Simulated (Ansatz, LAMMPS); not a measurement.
# Glassy nearly rigid 98GeO2-2ZnO (mol %), from a frame at 1700 K (194 atoms): geometry optimisation

How does glassy nearly rigid 98GeO2-2ZnO (mol %), from a frame at 1700 K (194 atoms) relax, and what do bonds, charges and levels look like afterwards?

Method: Kohn-Sham DFT, RPBE, PAW (set soft_2), plane waves, in Ansatz 0.2.0.

## Step 1: Starting point

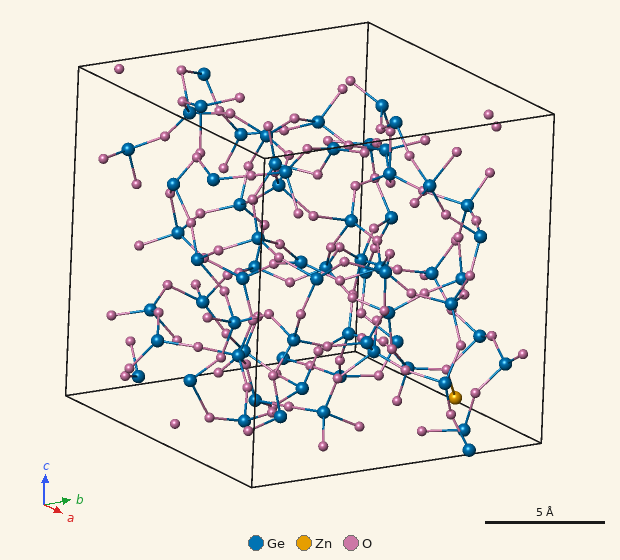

The cell as given, slightly off an axis (germanium blue, zinc orange, oxygen pink). Bonds to atoms that aren't drawn are left out. Some periodic images of atoms are drawn too.

The cell holds 194 atoms: 64 Ge, 1 Zn and 129 O. Cell: a = 14.510 Å, b = 14.510 Å, c = 14.510 Å, α = 90.0°, β = 90.0°, γ = 90.0°. 194 atoms (64 Ge, 1 Zn, 129 O) placed at random at 3.68 g/cm³, melted at 4000 K for 10 ps at fixed volume with the Morse and Coulomb pair potential with partial charges (Pedone, Malavasi, Menziani, Cormack and Segre, J. Phys. Chem. B 110, 11780 (2006)). Snapshot at the end of a hold of 10 ps at 1700 K and fixed volume.

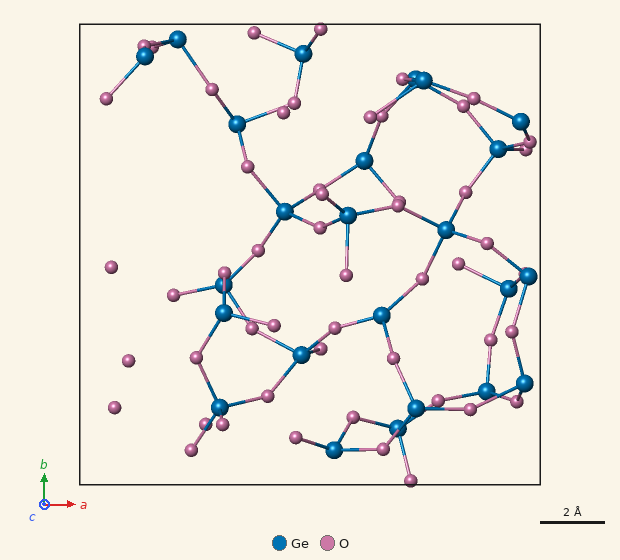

A slice 6 Å thick through the middle of the cell. Bonds to atoms that aren't drawn are left out.

What the set-up can't give: The network of bonds at the start is that of the classical potential that made the cell. The Brillouin zone is sampled at Γ only, in a cell whose shortest periodic width is 15 Å.

## Step 2: Single point at the start

The forces at the start show how far the geometry lies from a minimum of this functional.

input.yaml reads:

```yaml
crystal:
  lattice:
    - [14.51, 0.0, 0.0]
    - [0.0, 14.51, 0.0]
    - [0.0, 0.0, 14.51]
  atoms:
    - { symbol: Ge, position: [0.73052, 0.16575, 0.66007] }
    - { symbol: Ge, position: [0.65585, 0.36727, 0.53941] }
    - { symbol: Ge, position: [0.52092, 0.75227, 0.71882] }
    - { symbol: Ge, position: [0.52349, 0.71445, 0.93126] }
    [... 184 atom lines left out ...]
    - { symbol: O, position: [0.29074, 0.75584, 0.0868] }
    - { symbol: O, position: [0.22605, 0.57966, 0.05152] }
    - { symbol: O, position: [0.05812, 0.8381, 0.67797] }
    - { symbol: O, position: [0.65384, 0.07179, 0.10622] }
    - { symbol: O, position: [0.07586, 0.16758, 0.64141] }
    - { symbol: O, position: [0.27161, 0.35438, 0.88589] }
kpoints:
  mp_grid: { grid: [1, 1, 1] }
hamiltonian:
  xc: rpbe
scf:
  occupations: { method: fermi_dirac, width: 0.025 }
output:
  forces: true
  stress: true
  populations: true
  dos:
    method: { smearing: { sigma: 0.08 } }
    de: 0.1
    projected: { site_lists: { Ge: [Ge], O: [O], Zn: [Zn] } }
  eigenvalues: true
```

Launch:

```sh
ansatz run input.yaml --threads 8 --pin off --max-ram 15872MiB --backend cpu --events-out ev --progress --plain --runs-dir out
```

The job ended after 54 s (8 threads of Intel Xeon Platinum 8488C (Sapphire Rapids), shared host; peak memory 7 GiB; 6.4 min of CPU time).

The run gave:

```yaml
free_energy: -351920.7678 eV
free_energy_per_atom: -1814.0246 eV/atom
scf_cycles: 11
pressure: 9.619 GPa
r_m_s_force_component: 2.321 eV/Å
longest_force: 13.45 eV/Å
fermi_energy: 4.697 eV
spacing_of_highest_filled_and_lowest_empty_level: 0.2843 eV
spilling_of_the_projection: 0.005245
```

The r.m.s. force component of 2.3 eV/Å and the pressure of 9.6 GPa set the starting point.

Neighbours are counted within 2.27 Å (O-Ge), 2.48 Å (O-Zn).

Length of the force by element and coordination:

| element | coordination | atoms | mean length of the force (eV/Å) | spread | least | most |
| --- | --- | --- | --- | --- | --- | --- |
| Ge | all | 64 | 4.35 | 2.34 | 0.773 | 12.6 |
| Ge | 3 | 1 | 8.31 | 0 | 8.31 | 8.31 |
| Ge | 4 | 61 | 4.30 | 2.34 | 0.773 | 12.6 |
| Ge | 5 | 2 | 3.71 | 0.118 | 3.59 | 3.83 |
| O | all | 129 | 2.92 | 1.90 | 0.286 | 13.5 |
| O | 2 | 126 | 2.90 | 1.91 | 0.286 | 13.5 |
| O | 3 | 3 | 4.14 | 0.754 | 3.08 | 4.75 |
| Zn | all | 1 | 1.93 | 0 | 1.93 | 1.93 |

## Step 3: Relaxation

The atoms are relaxed in the fixed cell, aiming at the force tolerance of the input.

input.yaml, the sections that differ from step 2:

```yaml
output:
  forces: true
relax:
  f_tol: 0.03
  max_steps: 120
# crystal, kpoints, hamiltonian, scf: as in step 2
```

The job ended after 10 min (8 threads; peak memory 6.9 GiB).

The steps of the relaxation:

```
step  energy less that of the first step (eV)  largest force component (eV/Å)
   1                                   0.0000                         11.3349
   2                                 -27.3584                          5.2655
   3                                 -41.6490                          1.6567
   4                                 -45.0161                          0.7430
   5                                 -46.8948                          0.9554
   6                                 -48.3740                          0.5734
   7                                 -49.2951                          0.4638
   8                                 -50.0291                          0.2436
   9                                 -50.3850                          0.2654
  10                                 -50.5382                          0.3076
  11                                 -50.6840                          0.1613
  12                                 -50.7403                          0.1622
  13                                 -50.7518                          0.1306
  14                                 -50.5701                          0.7083
  15                                 -50.7723                          0.0635
  16                                 -50.7753                          0.0485
  17                                 -50.7773                          0.0344
  18                                 -50.7772                          0.0665
  19                                 -50.7788                          0.0133
  20                                 -50.7800                          0.0182
  21                                 -50.7804                          0.0198
```

Relaxation steps 14, 18 were tried and not accepted.

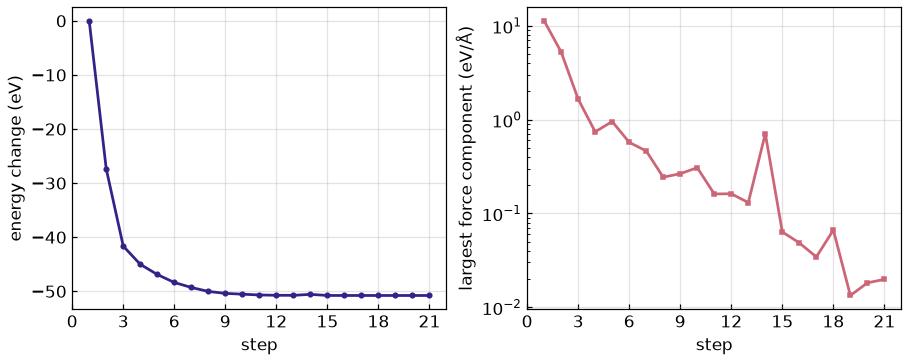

Energy and largest force along the relaxation.

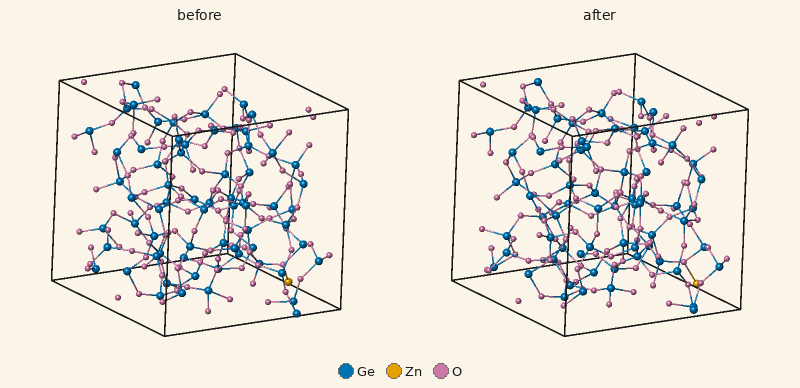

The structure before and after the relaxation, drawn at the same scale. Bonds to atoms that aren't drawn are left out.

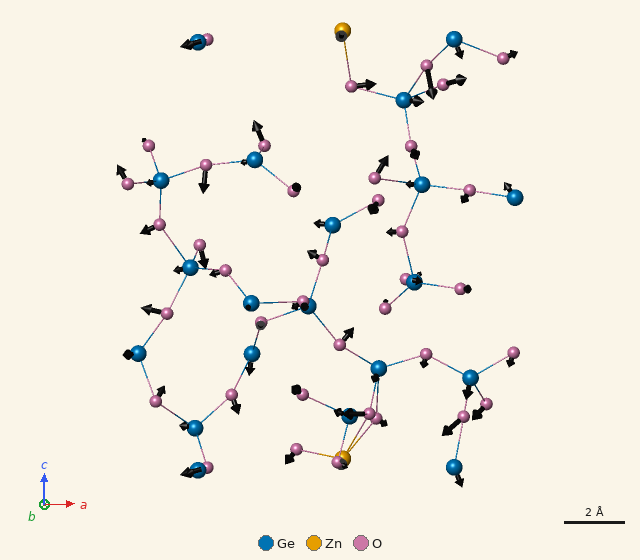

Displacements in the relaxation, exaggerated; the longest in the cell stands for 1.15 Å. Drawn is a slice 4 Å thick, seen along the normal of the ac plane.

The atoms that moved most (Å):

| atom | dx | dy | dz | length |
| --- | --- | --- | --- | --- |
| O105 | 0.113 | -0.812 | -0.812 | 1.153 |
| O68 | 0.458 | -0.773 | 0.502 | 1.029 |
| O138 | -0.251 | 0.510 | 0.719 | 0.916 |
| O123 | 0.327 | -0.674 | -0.528 | 0.916 |
| O181 | 0.677 | 0.357 | -0.436 | 0.881 |
| O126 | 0.461 | -0.702 | 0.238 | 0.873 |
| O163 | 0.178 | -0.145 | 0.797 | 0.830 |
| O74 | 0.539 | -0.586 | 0.205 | 0.822 |

The relaxation changed the energy by -262 meV/atom, and atoms moved by 0.48 Å r.m.s., 1.2 Å at most.

## Step 4: Distances and neighbours after relaxation

Bonds before and after, by the cutoffs listed below:

```
pair  bonds before  bonds after  mean before (Å)  mean after (Å)  spread before (Å)  spread after (Å)
O-Ge           257          260            1.756           1.795              0.100             0.048
O-Zn             4            4            2.118           2.029              0.061             0.141
```

Density 3.68 g/cm³, 15.75 Å³ an atom.

g(r), total and by pair (bins of 0.2 Å):

```
r (Å)  total   O-O  O-Ge  O-Zn  Ge-Ge  Ge-Zn  Zn-Zn
 1.70   3.85  0.00  8.75  0.00   0.00   0.00   0.00
 1.90   1.38  0.00  3.05  5.22   0.00   0.00   0.00
 2.10   0.06  0.00  0.10  2.19   0.00   0.00   0.00
 2.30   0.04  0.05  0.00  1.91   0.00   0.00   0.00
 2.50   0.05  0.11  0.00  0.00   0.00   0.00   0.00
 2.70   0.70  1.53  0.06  0.00   0.00   0.00   0.00
 2.90   2.06  4.46  0.14  0.00   0.34   0.00   0.00
 3.10   1.27  1.90  0.38  0.96   2.29   1.89   0.00
 3.30   0.95  0.67  0.55  0.00   3.57   5.26   0.00
 3.50   0.77  0.61  0.82  0.78   1.24   0.00   0.00
 3.70   0.85  0.66  1.19  0.71   0.26   1.45   0.00
 3.90   0.82  0.62  1.15  1.24   0.27   0.00   0.00
 4.10   0.94  0.55  1.41  2.21   0.60   0.00   0.00
 4.30   1.09  0.63  1.62  1.51   0.73   0.99   0.00
 4.50   1.29  0.68  1.86  2.31   1.28   2.83   0.00
 4.70   1.08  0.94  1.23  1.25   1.10   0.89   0.00
 4.90   0.88  1.16  0.58  1.55   0.91   0.81   0.00
 5.10   1.04  1.28  0.77  0.36   1.21   0.75   0.00
 5.30   0.96  1.33  0.59  0.66   1.04   0.69   0.00
 5.50   1.12  1.42  0.81  1.25   1.14   2.50   0.00
 5.70   1.15  1.28  0.95  0.00   1.46   0.59   0.00
 5.90   0.93  0.98  0.84  1.61   1.01   2.75   0.00
 6.10   0.95  0.82  1.08  0.76   0.97   1.00   0.00
 6.30   0.93  0.75  1.09  0.96   0.98   0.95   0.00
 6.50   0.88  0.80  1.02  0.88   0.65   1.36   0.00
 6.70   0.98  0.83  1.17  1.04   0.79   0.43   0.00
 6.90   0.96  0.80  1.13  1.99   0.91   0.00   0.00
 7.10   1.05  1.00  1.09  1.48   1.04   1.12   0.00
```

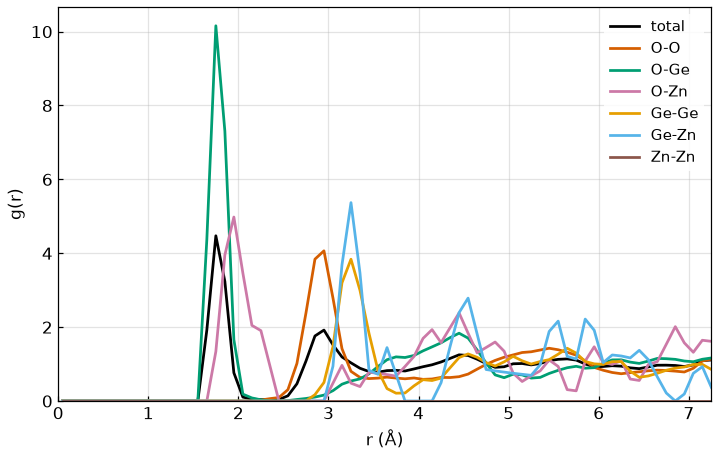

Pair distribution functions, lightly smoothed.

Bonds by pair of elements; cutoffs follow the first minimum of g(r), held within bounds set by covalent radii, and pairs that aren't listed don't count as bonded:

| pair A-B | cutoff (Å) | bonds | mean length (Å) | spread (Å) | shortest (Å) | B about A | A about B |
| --- | --- | --- | --- | --- | --- | --- | --- |
| O-Ge | 2.27 | 260 | 1.79 | 0.048 | 1.72 | 2.02 | 4.06 |
| O-Zn | 2.5 | 4 | 2.03 | 0.141 | 1.88 | 0.031 | 4 |

How many atoms have how many bonded neighbours:

| element | mean | 2 | 3 | 4 | 5 |
| --- | --- | --- | --- | --- | --- |
| Ge | 4.06 | 0 | 0 | 60 | 4 |
| O | 2.05 | 123 | 6 | 0 | 0 |
| Zn | 4 | 0 | 0 | 1 | 0 |

Bond angles, per cent of each kind in bins of 5°:

| angle (°) | O-Ge-O | Ge-O-Ge |
| --- | --- | --- |
| 70–75 | 0.5 | 0.0 |
| 75–80 | 0.2 | 0.0 |
| 80–85 | 0.5 | 0.0 |
| 85–90 | 2.0 | 0.0 |
| 90–95 | 1.5 | 0.0 |
| 95–100 | 7.8 | 0.0 |
| 100–105 | 17.5 | 0.7 |
| 105–110 | 25.0 | 2.2 |
| 110–115 | 24.7 | 5.2 |
| 115–120 | 12.5 | 3.0 |
| 120–125 | 4.0 | 18.5 |
| 125–130 | 1.8 | 20.7 |
| 130–135 | 0.2 | 14.8 |
| 135–140 | 0.2 | 8.2 |
| 140–145 | 0.0 | 9.6 |
| 145–150 | 0.5 | 10.4 |
| 150–155 | 0.0 | 3.7 |
| 155–160 | 0.5 | 2.2 |
| 160–165 | 0.0 | 0.7 |
| 165–170 | 0.5 | 0.0 |

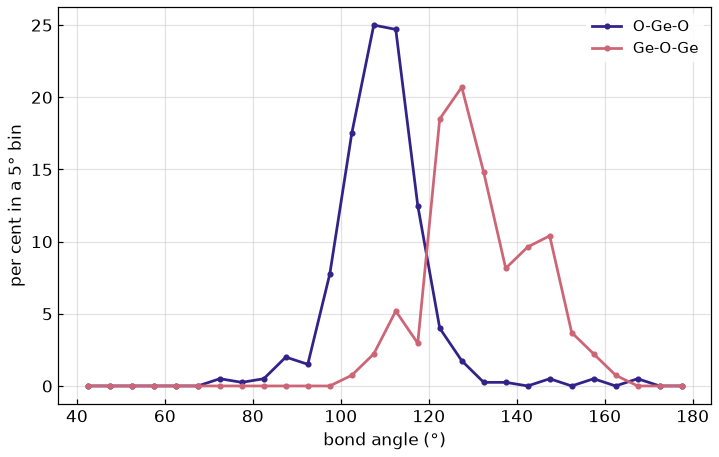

Distributions of the most common bond angles.

Bond angles (no mean is given where the spread exceeds 20°):

```csv
angle,count,mean (°),spread (°)
O-Ge-O,400,109,10.2
Ge-O-Ge,135,132,11.9
Ge-O-Zn,6,120,12.5
O-Zn-O,6,107,19.5
```

Oxygen atoms by the number of network formers (Si, P, Ge, B, Al, As, Ga) bound to them:

```
network formers bound to O  O atoms  per cent
                         0        0         0
                         1        2       1.6
                         2      123      95.3
                         3        4       3.1
```

Network units: each former by its oxygen neighbours and how many of them bridge to another former:

```csv
former,O neighbours,bridging O,atoms
Ge,4,3,2
Ge,4,4,58
Ge,5,5,4
```

Bond length by coordination (bonds to H left out):

```
element  coordination  atoms  mean bond length (Å)
     Ge             4     60                  1.79
     Ge             5      4                  1.88
      O             2    123                  1.79
      O             3      6                  1.95
```

Rings of the network by King's shortest-path rule, up to 12 atoms, one path for each pair of neighbours; H, halogens, alkali and alkaline-earth atoms are left out, and the last column divides by all other atoms, bonded or not:

```
ring size (atoms)  rings  per network atom
                4      2              0.01
                6      3             0.015
                8     16             0.082
               10     30             0.155
               12     54             0.278
```

By these cutoffs 94 % of Ge atoms have 4, 95 % of O atoms have 2 and all Zn atoms have 4 bonded neighbours. The O-Ge-O angle averages 109° with a spread of 10°. Counting bonds to Ge alone, not to Zn, 95 % of the oxygens join two of these atoms and 2 % one; 3 % join three. The commonest Ge unit has 4 oxygens, 4 of them shared with other formers (58 of 64 atoms). Rings of 12 atoms are the most common (51 % of those counted); sizes run from 4 to 12, where the search stops.

## Step 5: Single point at the relaxed geometry

The electronic structure is read at the final geometry, in a run of its own.

input.yaml reads:

```yaml
crystal:
  lattice:
    - [14.51, 0.0, 0.0]
    - [0.0, 14.51, 0.0]
    - [0.0, 0.0, 14.51]
  atoms:
    - { symbol: Ge, position: [0.72567, 0.17677, 0.65566] }
    - { symbol: Ge, position: [0.64583, 0.3755, 0.56691] }
    - { symbol: Ge, position: [0.53379, 0.76574, 0.73343] }
    - { symbol: Ge, position: [0.51778, 0.70429, 0.94441] }
    [... 184 atom lines left out ...]
    - { symbol: O, position: [0.3054, 0.77421, 0.07826] }
    - { symbol: O, position: [0.23734, 0.57972, 0.06109] }
    - { symbol: O, position: [0.04258, 0.84355, 0.70663] }
    - { symbol: O, position: [0.66783, 0.07748, 0.09687] }
    - { symbol: O, position: [0.04947, 0.16042, 0.62993] }
    - { symbol: O, position: [0.2867, 0.35589, 0.88802] }
kpoints:
  mp_grid: { grid: [1, 1, 1] }
hamiltonian:
  xc: rpbe
scf:
  occupations: { method: fermi_dirac, width: 0.025 }
output:
  forces: true
  stress: true
  populations: true
  dos:
    method: { smearing: { sigma: 0.15 } }
    de: 0.1
    projected: { site_lists: { Ge: [Ge], O: [O], Zn: [Zn] } }
  eigenvalues: true
  write_density: true
  write_potential: true
  volumetric_format: npy
```

It took 59 s on 8 threads; peak memory 7 GiB.

The program notes that the exchange-correlation potential is rough where the density is thin.

The run gave:

```yaml
free_energy: -351971.5482 eV
free_energy_per_atom: -1814.2863 eV/atom
scf_cycles: 10
pressure: 0.1233 GPa
r_m_s_force_component: 0.00269 eV/Å
longest_force: 0.02132 eV/Å
fermi_energy: 4.268 eV
spacing_of_highest_filled_and_lowest_empty_level: 1.714 eV
spilling_of_the_projection: 0.005259
```

Löwdin charges by element and coordination (they lack the spilled electrons, 0.046 e an atom on average):

```csv
element,coordination,atoms,mean charge (e),spread,least,most
Ge,all,64,1.59,0.0206,1.53,1.63
Ge,4,60,1.60,0.0157,1.55,1.63
Ge,5,4,1.54,0.0108,1.53,1.55
O,all,129,-0.735,0.0273,-0.916,-0.697
O,2,123,-0.735,0.0262,-0.916,-0.704
O,3,6,-0.734,0.0443,-0.809,-0.697
Zn,all,1,1.52,0,1.52,1.52
```

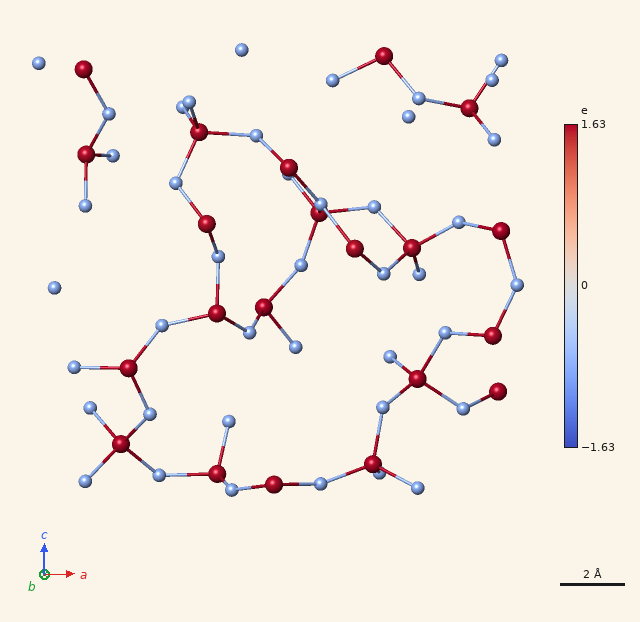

Atoms coloured by Löwdin charge. Drawn is a slice 4 Å thick, seen along the normal of the ac plane. Bonds to atoms that aren't drawn are left out.

States in the cell by windows of 1 eV, zero at the Fermi level; the larger projections on atomic orbitals stand beside the total:

```csv
from (eV),to (eV),total,O p,Ge p,Ge s
-10,-9,36.8,20.5,1.7,12.0
-9,-8,30.4,17.6,2.4,7.8
-8,-7,32.1,19.8,3.7,5.9
-7,-6,63.0,45.3,14.1,1.5
-6,-5,84.9,60.6,17.0,0.7
-5,-4,72.3,54.4,8.3,1.0
-4,-3,143.0,125.1,9.1,1.1
-3,-2,220.8,210.9,4.0,0.5
-2,-1,76.9,74.5,0.8,0.1
-1,0,3.7,3.4,0.1,0.0
0,1,1.8,0.5,0.1,1.0
1,2,6.9,2.0,0.7,3.1
2,3,26.7,7.5,3.2,11.8
3,4,32.2,9.1,5.1,13.1
4,5,35.3,9.9,7.9,12.6
```

Between -26 and -10 eV lie 915 more states.

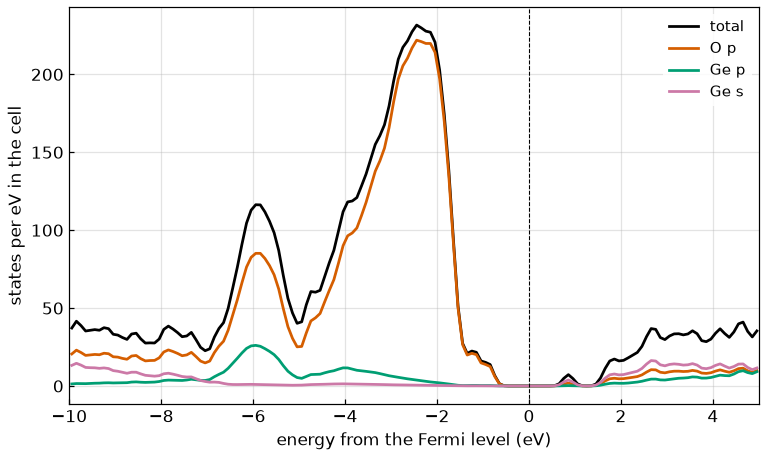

Total and projected density of states, with the broadening of the input.

The levels nearest the highest filled one (over half full), pooled over k-points and spins:

```
level less the highest filled one (eV)  occupation
                                -0.513           2
                                -0.365           2
                                -0.317           2
                                -0.267           2
                               -0.0461           2
                                     0           2
                                  1.71           0
                                  2.53           0
                                  2.66           0
                                  2.74           0
                                  2.90           0
                                  3.00           0
```

Mean Löwdin charges: Ge +1.59, O -0.73, Zn +1.52 e (they miss 0.53 % of the electrons, so they add up to more than the cell's charge). The largest share in the top eV of filled states is O p (97 % of the projected weight), and in the lowest eV of empty states Ge s (48 % of the projected weight).

## Step 6: Results

| Item | Value |
| --- | --- |
| energy change in the relaxation | -261.8 meV/atom |
| r.m.s. displacement | 0.478 Å |
| largest displacement | 1.153 Å |
| free energy per atom | -1814.2863 eV/atom |
| pressure | 0.1233 GPa |
| r.m.s. force component | 0.00269 eV/Å |
| gap (highest filled to lowest empty level) | 1.714 eV |
| wall time of the 3 DFT runs | 12 min |

What this shows: Relaxation lowers the energy by 262 meV/atom and moves atoms by 0.48 Å r.m.s.; the r.m.s. force component goes from 2.3 to 0.0027 eV/Å, the pressure goes from 9.6 to 0.12 GPa, and the gap from 0.284 to 1.71 eV. By the final cutoffs 1 of 261 bonded pairs parted and 4 joined. First to last step the energy falls by 50.780 eV; the largest move, 1.15 Å, is that of O105. The O-Zn bonds change most in mean length: from 2.118 Å (spread 0.061) to 2.029 Å (spread 0.141). By these cutoffs 94 % of Ge atoms have 4, 95 % of O atoms have 2 and all Zn atoms have 4 bonded neighbours. Counting bonds to Ge alone, not to Zn, 95 % of the oxygens join two of these atoms and 2 % one; 3 % join three. The highest filled and lowest empty levels differ by 1.71 eV (at Γ alone); a semilocal functional tends to put such gaps too low. In a disordered cell it changes from sample to sample, and tail or defect levels can set it.

**Limits.** The starting topology of bonds comes from the classical model; in DFT 1 of its 261 bonded pairs passed out of the cutoffs and 4 came within them.

[Logs are printed without paths, hosts, clocks, repeated set-up lines and the standing remarks that a program may print on its own settings, such as how far it seeks lower states.]

[Hosts, paths, dates, database ids (printed as entryN), source tags and the programs' standing remarks are cut or masked in the printed files.]
